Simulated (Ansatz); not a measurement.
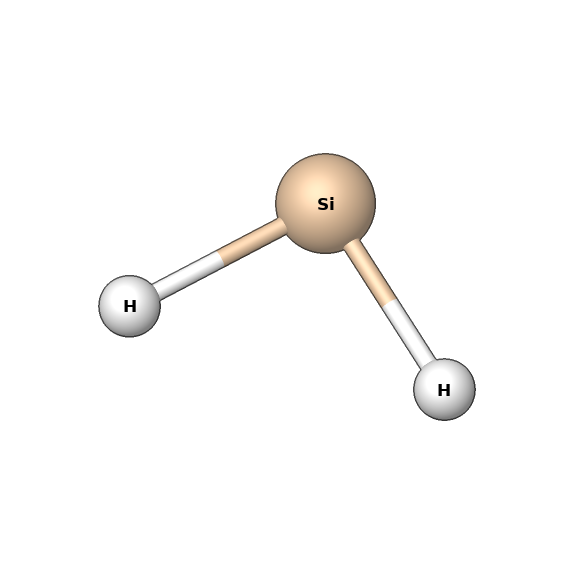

A ball-and-stick model of a molecule.

The computed structure is the end point of a PBE0-D4/def2-TZVP optimisation.

What does the picture show?

Formula SiH₂. This geometry has C2v symmetry. Coordination: 1 Si bent.

The parts below concern this one geometry. Atoms keep their numbers from picture to picture.

**Shape**

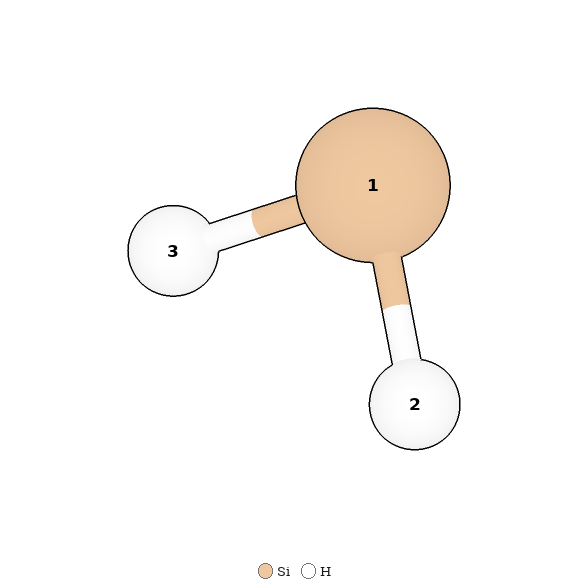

Which atoms are bonded, and how long are the bonds?

| bond | length (Å) |
| --- | --- |
| Si1–H2 | 1.525 |
| Si1–H3 | 1.526 |

**Electronic properties**

Method: RKS PBE0-D4/def2-TZVPP (Ansatz 0.2.0).

What does the calculation give?

- HOMO energy (Kohn–Sham orbital): −6.87 eV
- LUMO energy (Kohn–Sham orbital): −3.10 eV
- HOMO–LUMO gap: 3.77 eV

**Charges**

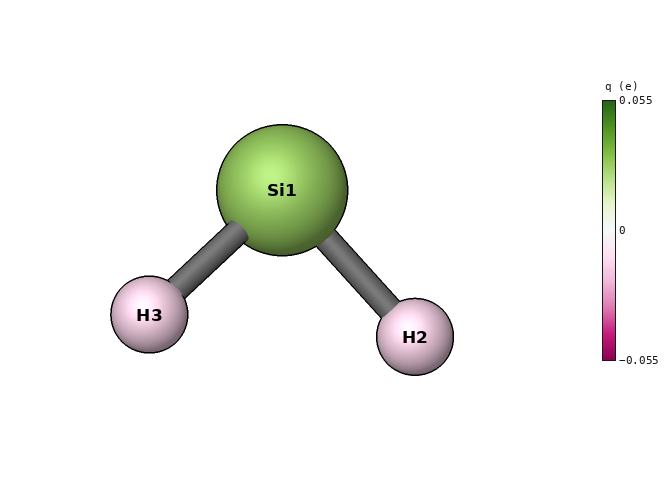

Atoms are coloured by their Mulliken charges. Method: RKS PBE0-D4/def2-TZVP (Ansatz 0.2.0).

Give the Mulliken charges atom by atom.

```tsv
atom	value (e)
Si1	0.03
H2	−0.01
H3	−0.01
```

**Vibrations**

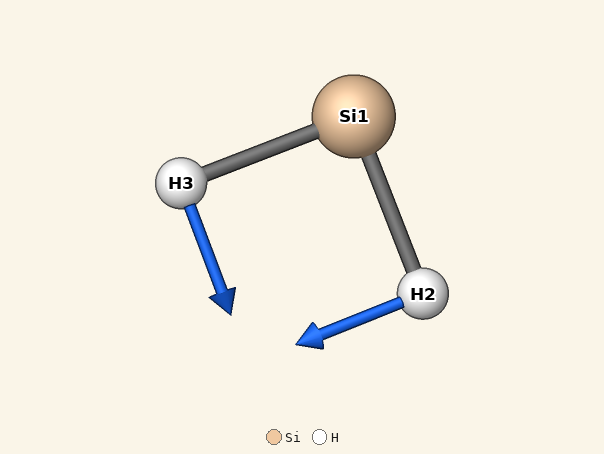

The arrows show one normal mode. Harmonic vibrations computed with RKS PBE0-D4/def2-TZVP (Ansatz 0.2.0) at a stationary point of the same level.

> Describe the motion.

Mostly H–Si–H bending.

> Estimate its harmonic wavenumber.

1010 cm⁻¹; it is mode 1 of 3 counted from the lowest.

Mulliken values depend strongly on the basis set and can even reverse the polarity of a bond.
